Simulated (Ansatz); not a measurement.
## Electronic structure of Cl2F3Ta in real space

```
atom    x (Å)    y (Å)    z (Å)
  Ta   0.0161  -0.0277   0.0000
  Cl   2.3106  -0.1031   0.0000
   F  -0.0353   0.0612   1.8948
   F  -0.0353   0.0612  -1.8948
   F  -0.9201   1.5933   0.0000
  Cl  -1.0660  -2.0524   0.0000
```

Core potentials replace the inner electrons of Ta.

All numbers below come from RKS PBE-D4/def2-SVP in Ansatz.

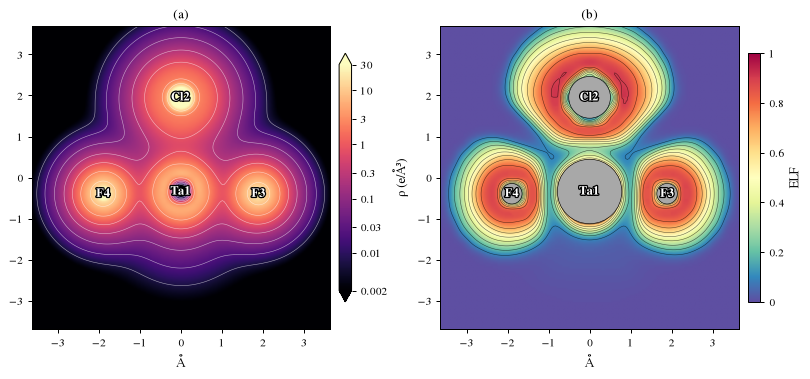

Figure 1. (a) electron density; (b) electron localisation function on the plane of atoms Cl2, Ta1 and F4. Grey discs cover the atomic cores in the ELF map.

Read the bonding off the picture.

The section cuts through Ta, Cl and F sites. Ta–F (1.90 Å): ρ is about 0.98 e/Å³ halfway; the ELF peaks at about 0.85 in the valence shell of F, 0.5 Å from its nucleus, and drops to about 0.20 between the two atoms. Ta–Cl (2.30 Å): ρ is about 0.67 e/Å³ halfway; the ELF peaks at about 0.85 in the valence shell of Cl, 0.9 Å from its nucleus, and is about 0.40 at the midpoint.

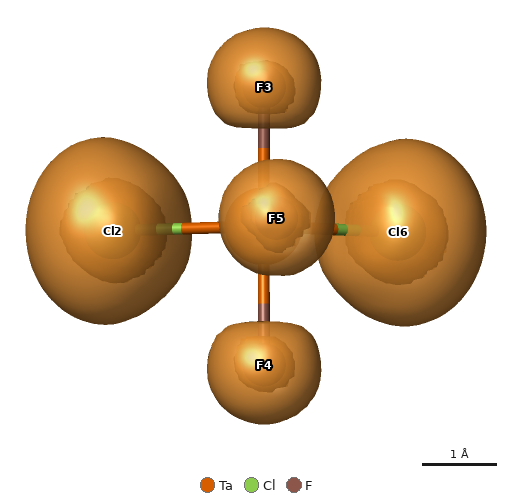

Figure 2. Isosurface of the ELF at 0.75 (orange), seen across its widest extent. Only the valence region is drawn (cores and ρ < 0.01 e/Å³ removed).

Identify the bonds, lone pairs and shells in this picture.

The ELF exceeds this value in two regions wrapped around Cl (the valence shell of each) and three regions wrapped around F (the valence shell of each). Along the contacts the grid gives the following. Ta–F (1.87 Å): the ELF peaks at about 0.85 in the valence shell of F, 0.5 Å from its nucleus, and drops to about 0.25 between the two atoms.

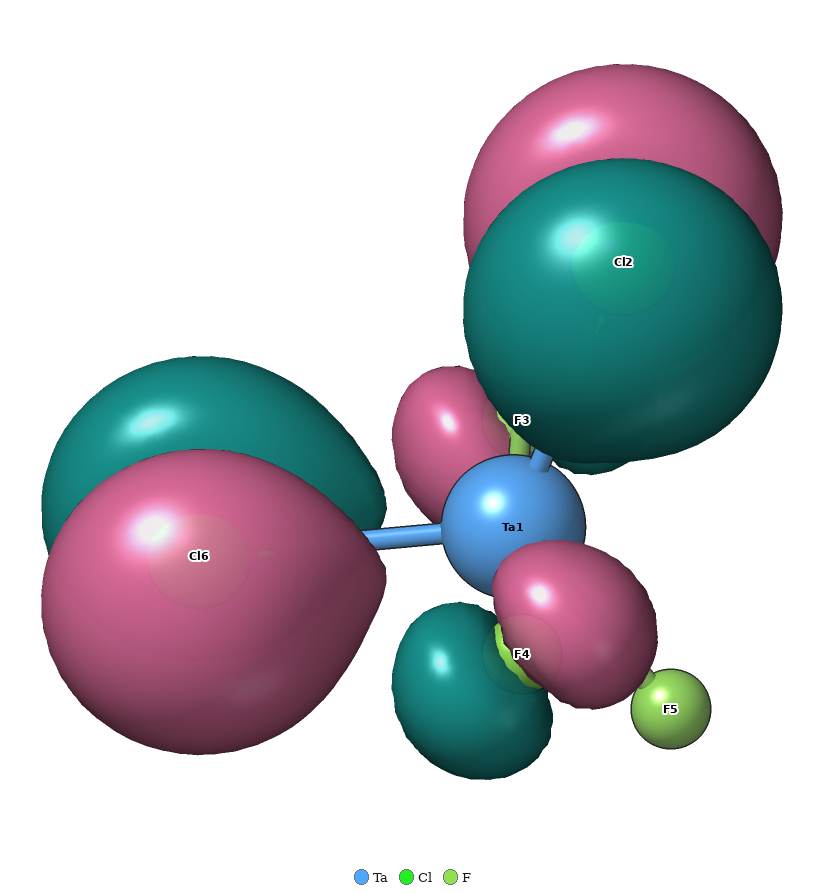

Figure 3. One frontier orbital at ±0.08 Å⁻³ᐟ² (teal and pink are the two phases), seen at an oblique angle.

Which orbital is it: HOMO or LUMO?

The HOMO, at −8.70 eV. By Hirshfeld shares it lies mainly on Cl2 (about 40 %), Cl6 (about 40 %), F3 (about 10 %) and F4 (about 10 %); largely a combination of lone pairs on Cl2, Cl6, F3 and F4.
